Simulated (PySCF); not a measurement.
# [TaF4]+: structure and properties

What shape and bonds does [TaF4]+ have? It is relaxed from a template within its point group. It is a constructed species; whether it can be made isn't addressed.

The runs use PySCF 2.14.0; B3LYP, Ta def2-SVP with ECP60, F def2-SVP; scalar-relativistic core potentials, no spin–orbit coupling.

4 further runs of the same task are left out: 2 for a known fault of the program, 2 that didn't finish.

### Step 1. The system as given

5 atoms, charge 1, spin multiplicity 1.

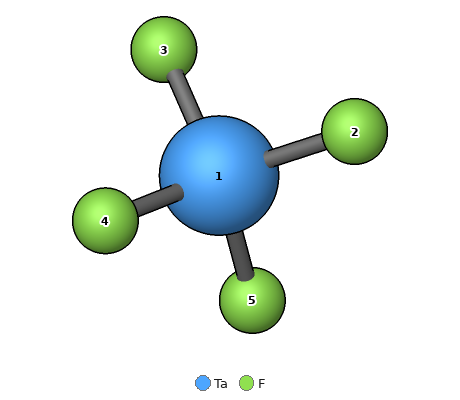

Start geometry, drawn with tantalum blue, fluorine green; atoms are numbered from 1 in the order of the file.

As a file:

```
Ta    0.00000    0.00000    0.00000
F     1.03280    1.03280    1.03280
F    -1.03280   -1.03280    1.03280
F     1.03280   -1.03280   -1.03280
F    -1.03280    1.03280   -1.03280
```

Formal oxidation states: Ta +5.

### Step 2. SCF at the start, singlet

run.py (the lines that set the calculation)

```python
mol = gto.M(atom='''
Ta     0.00000     0.00000     0.00000
F      1.03280     1.03280     1.03280
F     -1.03280    -1.03280     1.03280
F      1.03280    -1.03280    -1.03280
F     -1.03280     1.03280    -1.03280''',
    basis={'Ta': 'def2-SVP', 'F': 'def2-SVP'},
    ecp={'Ta': 'def2-SVP'},
    charge=1, spin=0)
mf = dft.RKS(mol, xc='B3LYP')
mf.grids.atom_grid = (50, 194)
mf = mf.density_fit()  # fitting sets: Ta def2-universal-JKFIT, F def2-universal-JKFIT
mf.conv_tol = 1e-08; mf.max_cycle = 55
mf.kernel(dm0)  # dm0: free metal ions and neutral atoms
```

Launch:

```sh
> OMP_NUM_THREADS=2 python run.py
```

Output:

```text
init E= -456.177543236638
  HOMO = -0.774359955527017  LUMO = -0.331288039644651  gap/eV = 12.05660
cycle= 1 E= -455.745893773332  delta_E= 0.432  |g|= 1.26  |ddm|= 2.81
  HOMO = -0.588948593503754  LUMO = -0.405745864984892  gap/eV = 4.98520
cycle= 2 E= -453.600444138644  delta_E= 2.15  |g|= 3.77  |ddm|= 3.16
  HOMO = -0.69009543766962  LUMO = -0.322620617519024  gap/eV = 9.99950
cycle= 3 E= -456.045415351089  delta_E= -2.44  |g|= 0.157  |ddm|= 2.39
  HOMO = -0.715955504714772  LUMO = -0.356544707114317  gap/eV = 9.78007
cycle= 4 E= -456.048527514805  delta_E= -0.00311  |g|= 0.0572  |ddm|= 0.166
  HOMO = -0.712202163877349  LUMO = -0.345321810089877  gap/eV = 9.98332
cycle= 5 E= -456.049255809106  delta_E= -0.000728  |g|= 0.00479  |ddm|= 0.0552
  HOMO = -0.712290891126643  LUMO = -0.344945658575244  gap/eV = 9.99597
cycle= 6 E= -456.049260252434  delta_E= -4.44e-06  |g|= 0.000413  |ddm|= 0.0034
  HOMO = -0.712324557777473  LUMO = -0.344956371121218  gap/eV = 9.99660
cycle= 7 E= -456.049260281122  delta_E= -2.87e-08  |g|= 4.62e-05  |ddm|= 0.000286
  HOMO = -0.712325334467118  LUMO = -0.344961549101007  gap/eV = 9.99648
cycle= 8 E= -456.049260281542  delta_E= -4.2e-10  |g|= 5e-06  |ddm|= 3.38e-05
  HOMO = -0.712324704879374  LUMO = -0.344962131541043  gap/eV = 9.99644
Extra cycle  E= -456.049260281518  delta_E= 2.4e-11  |g|= 1.08e-05  |ddm|= 1.07e-05
converged SCF energy = -456.049260281518
```

Run time: 1.7 s. Hardware: 2 threads of Arm Neoverse V1, shared host; peak memory 0.37 GiB.

Read off: E = -456.049260 Eh, HOMO -19.38 eV, LUMO -9.39 eV, Mulliken charge on Ta1 +1.69 e. 

### Step 3. Relaxation, singlet

Steps are kept in the start's point group, Td.

run.py (the lines that set the calculation): that of step 2 with these lines changed.

```diff
@@ -13,2 +13,3 @@
 mf.conv_tol = 1e-08; mf.max_cycle = 55
-mf.kernel(dm0)  # dm0: free metal ions and neutral atoms
+mf.kernel(dm0)  # dm0: an SCF of this state at this start
+# quasi-Newton relaxation in Cartesian coordinates to a largest gradient under 0.00045 Eh/bohr, steps kept in the point group
```

Launch:

```sh
> OMP_NUM_THREADS=2 python run.py
```

The driver keeps no SCF log for this step, only its results.

Wall time 8.8 s (2 threads of Arm Neoverse V1, shared host).

Along the way:

```csv
step,energy from step 1 (eV),largest force component (eV/Å)
1,0.0000,0.8624
2,-0.0875,0.2240
3,-0.0943,0.0172
4,-0.0943,0.0004
```

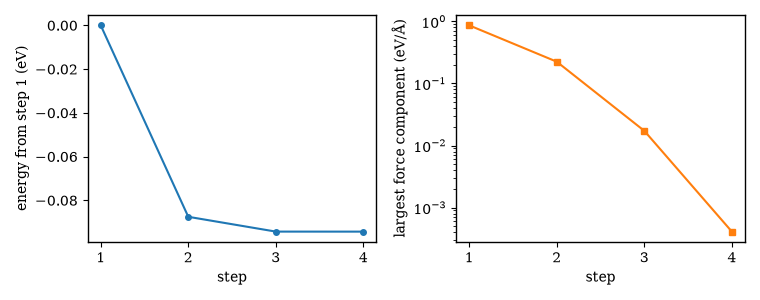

Energy and largest force along the relaxation.

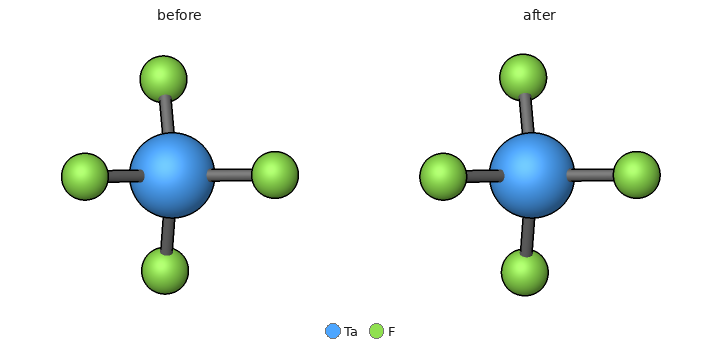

The geometry before (left) and after (right).

Close pairs (by a distance rule), those that changed most:

```csv
bond,before (Å),after (Å),change (Å)
Ta1–F2,1.789,1.821,+0.032
Ta1–F3,1.789,1.821,+0.032
Ta1–F4,1.789,1.821,+0.032
Ta1–F5,1.789,1.821,+0.032
```

It ends in Td at E = -456.052726 Eh.

```xyz
5
charge 1, multiplicity 1
Ta    0.00000    0.00000    0.00000
F     1.05110    1.05110    1.05110
F    -1.05110   -1.05110    1.05110
F     1.05110   -1.05110   -1.05110
F    -1.05110    1.05110   -1.05110
```

### Step 4. Frequencies and infrared intensities

run.py (the lines that set the calculation)

```python
mol = gto.M(atom='''
Ta     0.00000     0.00000     0.00000
F      1.05110     1.05110     1.05110
F     -1.05110    -1.05110     1.05110
F      1.05110    -1.05110    -1.05110
F     -1.05110     1.05110    -1.05110''',
    basis={'Ta': 'def2-SVP', 'F': 'def2-SVP'},
    ecp={'Ta': 'def2-SVP'},
    charge=1, spin=0)
mf = dft.RKS(mol, xc='B3LYP')
mf.grids.atom_grid = (50, 194)
mf = mf.density_fit()  # fitting sets: Ta def2-universal-JKFIT, F def2-universal-JKFIT
mf.conv_tol = 1e-10; mf.max_cycle = 55
mf.kernel(dm0)  # dm0: the density of the relaxed state
# Hessian and dipole derivatives by central differences of gradients, 0.02 bohr
```

Launch:

```sh
> OMP_NUM_THREADS=2 python run.py
```

The driver keeps no SCF log for this step, only its results.

Run time: 11 s. Hardware: 2 threads of Arm Neoverse V1, shared host.

Point group Td; negative numbers are unstable modes, and those under 60 cm⁻¹ are near the numerical noise:

```csv
cm⁻¹,km/mol,symmetry
168,15.7,t2
168,15.7,t2
168,15.7,t2
189,0.0,e
189,0.0,e
791,0.0,a1
796,113.7,t2
796,113.7,t2
796,113.7,t2
```

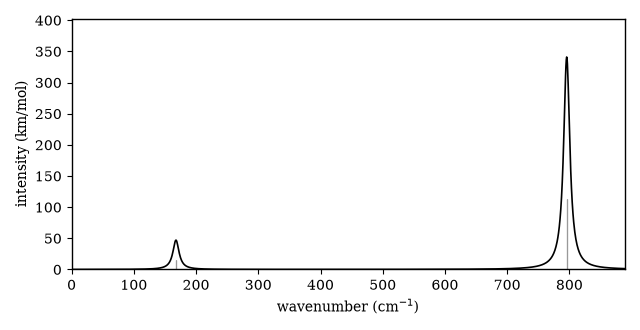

The infrared spectrum from the harmonic lines. Lines are broadened to a width of 12 cm⁻¹ (Lorentzian).

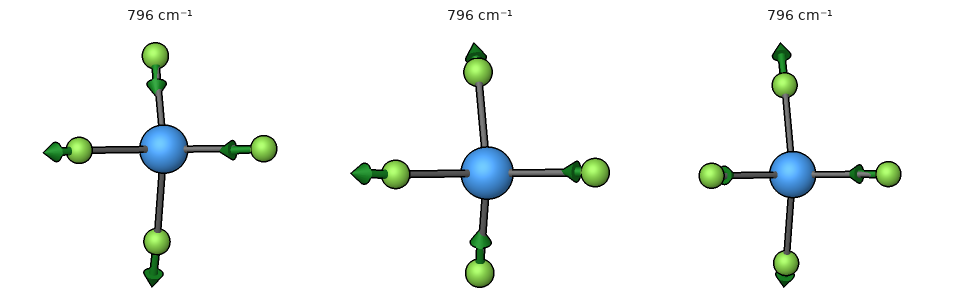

How the atoms move in 3 of the modes.

### Step 5. Charges, bond orders and levels

run.py (the lines that set the calculation): that of step 4 with these lines changed.

```diff
@@ -10,6 +10,5 @@
 mf = dft.RKS(mol, xc='B3LYP')
-mf.grids.atom_grid = (50, 194)
+mf.grids.atom_grid = (75, 302)
 mf = mf.density_fit()  # fitting sets: Ta def2-universal-JKFIT, F def2-universal-JKFIT
-mf.conv_tol = 1e-10; mf.max_cycle = 55
+mf.conv_tol = 1e-09; mf.max_cycle = 55
 mf.kernel(dm0)  # dm0: the density of the relaxed state
-# Hessian and dipole derivatives by central differences of gradients, 0.02 bohr
```

Launch:

```sh
> OMP_NUM_THREADS=2 python run.py
```

Output:

```text
init E= -456.052788916765
  HOMO = -0.708496717415902  LUMO = -0.359098868439059  gap/eV = 9.50760
cycle= 1 E= -456.052789118671  delta_E= -2.02e-07  |g|= 0.000494  |ddm|= 0.0011
  HOMO = -0.708610966335885  LUMO = -0.359152391178779  gap/eV = 9.50925
cycle= 2 E= -456.052789037734  delta_E= 8.09e-08  |g|= 0.00085  |ddm|= 0.000684
  HOMO = -0.708554266536653  LUMO = -0.359162551834918  gap/eV = 9.50743
cycle= 3 E= -456.05278915051  delta_E= -1.13e-07  |g|= 0.00016  |ddm|= 0.000581
  HOMO = -0.708548796535109  LUMO = -0.359138104093328  gap/eV = 9.50795
cycle= 4 E= -456.052789156093  delta_E= -5.58e-09  |g|= 8.81e-06  |ddm|= 0.000152
  HOMO = -0.708548921706135  LUMO = -0.359139172396143  gap/eV = 9.50792
cycle= 5 E= -456.052789156107  delta_E= -1.32e-11  |g|= 8.34e-07  |ddm|= 1.07e-05
  HOMO = -0.708548850440412  LUMO = -0.359138876384328  gap/eV = 9.50793
Extra cycle  E= -456.052789156111  delta_E= -4.77e-12  |g|= 7.69e-07  |ddm|= 1.68e-06
converged SCF energy = -456.052789156111
```

Wall time 7.1 s (2 threads of Arm Neoverse V1, shared host).

Read off: E = -456.052789 Eh, HOMO -19.28 eV, LUMO -9.77 eV, Mulliken charge on Ta1 +1.73 e, largest force component 0.024 eV/Å. 

Löwdin charges:

```csv
atom,value (e)
Ta1,0.93
F2,0.02
F3,0.02
F4,0.02
F5,0.02
```

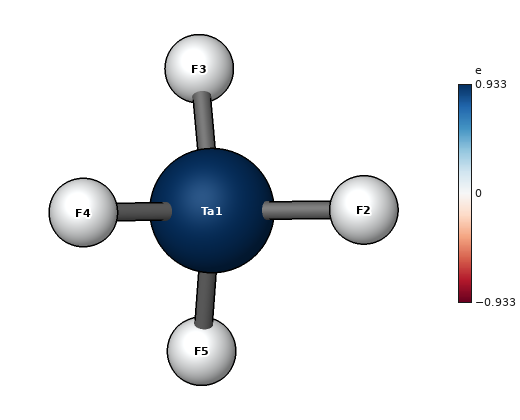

Löwdin charges, as colours on the atoms.

Mulliken charges: Ta1 +1.73, F2 -0.18, F3 -0.18, F4 -0.18, F5 -0.18 e.

Contacts (the nearest donor of each ligand) and Mayer bond orders:

```csv
contact,distance (Å),bond order
Ta1–F2 (F),1.821,1.30
Ta1–F3 (F),1.821,1.30
Ta1–F4 (F),1.821,1.30
Ta1–F5 (F),1.821,1.30
```

Mulliken populations of Ta1 outside the core potential: s 2.28, p 6.29, d 2.44, f 0.26.

The fields below are evaluated on a grid from the run's orbitals.

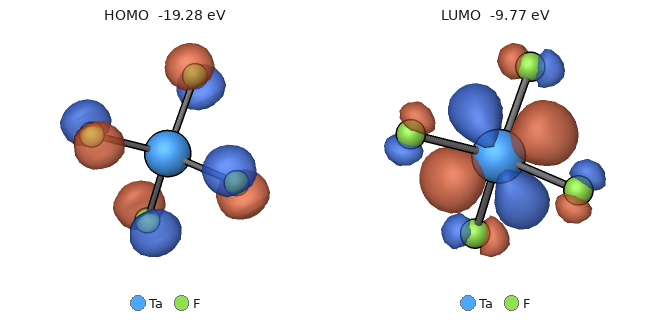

B3LYP orbitals near the gap, drawn at the value that encloses 70 % of each; the two colours are the two signs.

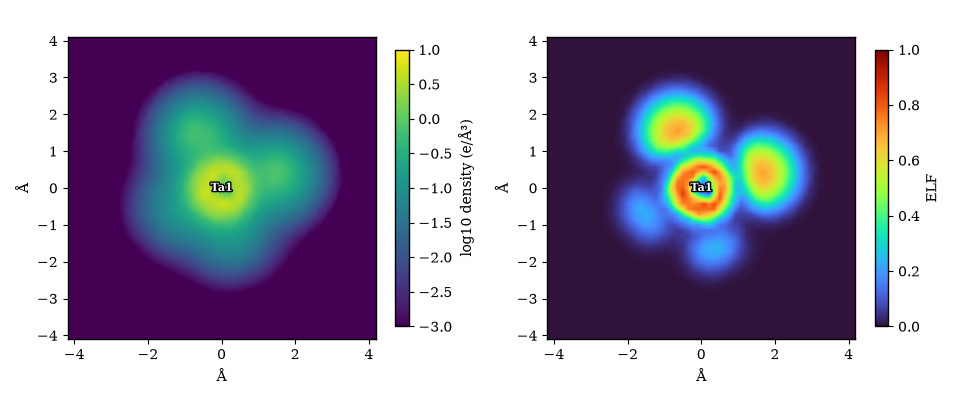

Density (left) and ELF (right) in a plane through or near 1 of the atoms.

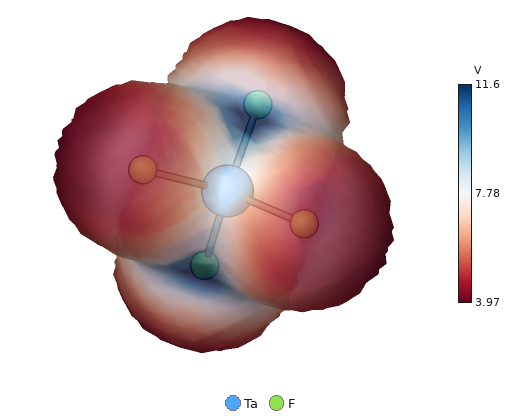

Electrostatic potential on the surface of density 0.002 e/bohr³; red is low, blue high. It runs from 3.97 V near F2 to 11.59 V near Ta1.

### Step 6. Summary of results

| quantity | value |
| --- | --- |
| state and point group | singlet, Td |
| modes | 168 to 796 cm⁻¹, none unstable |
| strongest infrared band (modes within 1.5 cm⁻¹ summed) | 796 cm⁻¹ (341 km/mol) |
| zero-point energy | 0.252 eV |
| ideal gas, 298 K, 1 bar | S = 323.0, Cp = 83.5 J/(mol K) |
| metal–ligand contacts | 1.82 Å |
| frontier levels | HOMO -19.28 eV, LUMO -9.77 eV |
| dipole about the centre of mass | 0.00 D |
| mean polarisability | 4.0 Å³ |

In words: All modes are real, so the structure is a minimum. The metal carries +0.93 e by Löwdin's partition against a formal +5, and bond orders to the nearest donors reach 1.30. Both measures hang on the basis. One start shape was tried, so another isomer may lie lower. The bases are small and lack diffuse functions. Spin–orbit coupling is left out.
